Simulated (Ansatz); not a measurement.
# CClF (SMILES F[C]Cl) at 6 levels

Aim: a comparison of 6 runs (U-wB97M-V/STO-3G, UBLYP/STO-3G, UPBE/STO-3G, UPBE0/STO-3G, UMP2/STO-3G, UCCSD/STO-3G) of CClF. 

The calculation is run with Ansatz 0.2.0.

55 further runs of the same task are left out: 10 that didn't finish, 45 set aside as unsound or not needed.

## Step 1: The molecule

The species is CClF (3 atoms), meant as a triplet with charge 0. SMILES: `F[C]Cl`. The C2–F1 distance was set to 2.664 Å, away from the relaxed value. At this shape a bond of the SMILES string is far longer than usual.

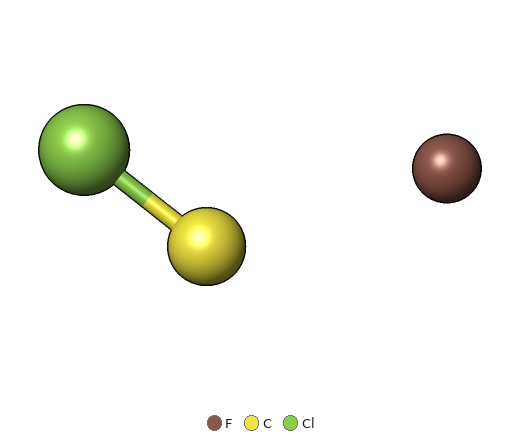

Viewed from a chosen angle; fluorine brown, carbon yellow, chlorine green.

## Step 2: The energy at U-wB97M-V/STO-3G (run 1)

The input, input.yaml:

```yaml
crystal:
  periodic: [false, false, false]
  atoms:
    - {symbol: F, position_ang: [-1.780700, 1.671197, -0.786278]}
    - {symbol: C, position_ang: [-0.216580, -0.392190, -0.160770]}
    - {symbol: Cl, position_ang: [1.215200, -0.247300, 0.634290]}
basis:
  gaussian:
    orbitals: STO-3G
magnetization:
  spin_polarized: true
  initial_magnetization: 2
hamiltonian:
  xc: {name: wB97M-V}
accuracy: high
```

Run with:

```
$ ansatz run input.yaml --threads 1 --pin off --max-ram 2610MiB --events-out events.jsonl --progress --plain --runs-dir runs
```

Output:

```text
Warning: RAYON_NUM_THREADS=1 ignored (pool sized by the plan → 1); use --threads N
Functional definition: wB97M-V
  name "wB97M-V"
  parameter omega = 0.3/bohr
  parameter cx = 0.15
  parameter cx01 = 1.007
  parameter cx10 = 0.259
  parameter css00 = 0.443
  parameter css04 = -1.437
  parameter css10 = -4.535
  parameter css20 = -3.390
  parameter css43 = 4.278
  parameter cos00 = 1.000
  parameter cos10 = 1.358
  parameter cos20 = 2.924
  parameter cos21 = -8.812
  parameter cos60 = -1.390
  parameter cos61 = 9.142
  parameter b = 6.0
  parameter c = 0.01
  gx(w, u) = 1 - cx + cx01*u + cx10*w
  gss(w, u) = css00 + css04*u^4 + css10*w + css20*w^2 + css43*w^4*u^3
  gos(w, u) = cos00 + cos10*w + (cos20 + cos21*u)*w^2 + (cos60 + cos61*u)*w^6
  exchange = spin_sum(e_x_unif_sr(omega)*gx(b97_w, b97_u_x)) + cx*exact_x_sr(omega) + exact_x_lr(omega)
  correlation = spin_sum(e_c_pw_mod_same_spin*gss(b97_w, b97_u_same))
      + integral(e_c_pw_mod_opposite_spin*gos(b97_w_opposite, b97_u_opposite)) + vv10(b, c)
309 factors; integrals over basis functions are off by at most 2.6e-8 eV
128 factors; integrals over basis functions are off by at most 5.7e-10 eV
mean field evaluation 1: about -16077.7002 eV, gradient 1.3e1 eV
mean field evaluation 2: about -16080.0365 eV, gradient 6.9e0 eV
mean field evaluation 4: about -16080.5957 eV, gradient 5.2e-1 eV
mean field evaluation 8: about -16080.6118 eV, gradient 6.2e-2 eV
mean field evaluation 16: about -16080.6400 eV, gradient 5.1e-2 eV
mean field evaluation 32: about -16080.6428 eV, gradient 4.0e-6 eV
mean field -16080.64284569 eV, -590.9527247281 hartree, gradient 1.3e-8 eV, S^2 2.002324; 4 other end points of the search recorded, 0 dependent functions left out
reference -16080.64284708 eV, -590.9527247791 hartree; 17, 15 occupied and 2, 4 virtual orbitals, 309 factors
Total energy: -16080.64284708 eV, -590.9527247791 hartree
```

It took 46 s on 1 thread of Intel Xeon Platinum 8488C (Sapphire Rapids), shared host; peak memory 0.44 GiB.

## Step 3: The energy at UBLYP/STO-3G (run 2)

The input, in.yaml:

```yaml
crystal:
  periodic: [false, false, false]
  atoms:
    - {symbol: F, position_ang: [-1.780700, 1.671197, -0.786278]}
    - {symbol: C, position_ang: [-0.216580, -0.392190, -0.160770]}
    - {symbol: Cl, position_ang: [1.215200, -0.247300, 0.634290]}
basis:
  gaussian:
    orbitals: STO-3G
hamiltonian:
  xc: {name: BLYP}
accuracy: high
magnetization:
  spin_polarized: true
  initial_magnetization: 2
```

Run with:

```
$ ansatz run in.yaml --threads 1 --pin off --max-ram 2610MiB --events-out events.jsonl --progress --plain --runs-dir runs
```

Output (excerpt; [...] marks lines left out):

```text
Warning: RAYON_NUM_THREADS=1 ignored (pool sized by the plan → 1); use --threads N
Functional definition: BLYP
  name "BLYP"
[...]
309 factors; integrals over basis functions are off by at most 2.6e-8 eV
[...]
mean field -16076.40495099 eV, -590.7969849703 hartree, gradient 1.8e-8 eV, S^2 2.001820; 15 other end points of the search recorded, 0 dependent functions left out
reference -16076.40497916 eV, -590.7969860055 hartree; 17, 15 occupied and 2, 4 virtual orbitals, 309 factors
Total energy: -16076.40497916 eV, -590.7969860055 hartree
```

Wall time 9.6 s (1 thread of Intel Xeon Platinum 8488C (Sapphire Rapids), shared host); peak memory 0.15 GiB.

Runs 3 to 4 aren't shown in full; the table further down has their settings and results.

## Step 4: The energy at UMP2/STO-3G (run 5)

The input, run.yaml:

```yaml
crystal:
  periodic: [false, false, false]
  atoms:
    - {symbol: F, position_ang: [-1.780700, 1.671197, -0.786278]}
    - {symbol: C, position_ang: [-0.216580, -0.392190, -0.160770]}
    - {symbol: Cl, position_ang: [1.215200, -0.247300, 0.634290]}
basis:
  gaussian: {orbitals: STO-3G}
magnetization: {spin_polarized: true, initial_magnetization: 2}
correlation: {method: mp2, frozen_orbitals: {C: 1, Cl: 5, F: 1}}
accuracy: high
```

Run with:

```
$ ansatz run run.yaml --threads 1 --pin off --max-ram 2610MiB --events-out events.jsonl --progress --plain --runs-dir runs
```

Output (excerpt; [...] marks lines left out):

```text
Warning: RAYON_NUM_THREADS=1 ignored (pool sized by the plan → 1); use --threads N
Functional definition: HF
  name "HF"
[...]
309 factors; integrals over basis functions are off by at most 2.6e-8 eV
[...]
mean field -16049.23943728 eV, -589.7986707549 hartree, gradient 8.0e-8 eV, S^2 2.020406; 21 other end points of the search recorded, 0 dependent functions left out
7 core orbitals not correlated: weight in the atoms' cores, before any rotation towards them, 1.000 or more for the frozen orbitals, at most 0.000 for the correlated occupied ones
reference -16049.23943728 eV, -589.7986707549 hartree; 10, 8 occupied and 2, 4 virtual orbitals, 309 factors
second order -0.96287756 eV of doubles, -0.00000000 eV of singles
Total energy: -16050.20231484 eV, -589.8340558526 hartree
```

Wall time 0.96 s (1 thread of Intel Xeon Platinum 8488C (Sapphire Rapids), shared host).

## Step 5: A single-point energy at UCCSD/STO-3G (run 6)

The input, run.yaml:

```yaml
crystal:
  periodic: [false, false, false]
  atoms:
    - {symbol: F, position_ang: [-1.780700, 1.671197, -0.786278]}
    - {symbol: C, position_ang: [-0.216580, -0.392190, -0.160770]}
    - {symbol: Cl, position_ang: [1.215200, -0.247300, 0.634290]}
basis:
  gaussian:
    orbitals: STO-3G
total_charge: 0
magnetization:
  spin_polarized: true
  initial_magnetization: 2
correlation:
  method: ccsd
  frozen_orbitals: {C: 1, Cl: 5, F: 1}
accuracy: high
scf:
  omitted_lower_state_checks: [cluster_reference, increment]
```

Run with:

```
$ ansatz run run.yaml --threads 1 --pin off --max-ram 2610MiB --events-out events.jsonl --progress --plain --runs-dir runs
```

Output:

```text
Warning: RAYON_NUM_THREADS=1 ignored (pool sized by the plan → 1); use --threads N
[... 20 lines left out ...]
7 core orbitals not correlated: weight in the atoms' cores, before any rotation towards them, 1.000 or more for the frozen orbitals, at most 0.000 for the correlated occupied ones
[... 129 lines left out ...]
Total energy: -16050.63600693 eV, -589.8499937427 hartree
Checks for a lower state left out: cluster_reference, increment
```

Wall time 1.3 s (1 thread of Intel Xeon Platinum 8488C (Sapphire Rapids), shared host).

## Step 6: The series

| run | level | frozen core orbitals | energy (Eh) | ⟨S²⟩ | wall time |
| --- | --- | --- | --- | --- | --- |
| 1 | U-wB97M-V/STO-3G | – | -590.952725 | 2.002 | 46 s |
| 2 | UBLYP/STO-3G | – | -590.796986 | 2.002 | 9.6 s |
| 3 | UPBE/STO-3G | – | -590.541677 | 2.002 | 9.6 s |
| 4 | UPBE0/STO-3G | – | -590.648667 | 2.002 | 3.3 s |
| 5 | UMP2/STO-3G | 7 | -589.834056 | 2.020 | 0.96 s |
| 6 | UCCSD/STO-3G | 7 | -589.849994 | 2.020 | 1.3 s |

## Step 7: Outcome

```
                                          quantity          value
                               run 6: total energy  -589.84999 Eh
run 6: correlation energy (7 core orbitals frozen)      -51.3 mEh
          run 6: ⟨S²⟩ of the reference determinant          2.020
                              run 6: T1 diagnostic          0.018
```

**Reading.** Totals of different functionals can't be ranked against each other. In runs 1, 2, 3, 4, 5, 6 the basis is minimal, so the values are rough. All runs together took 70 s, the longest 46 s.
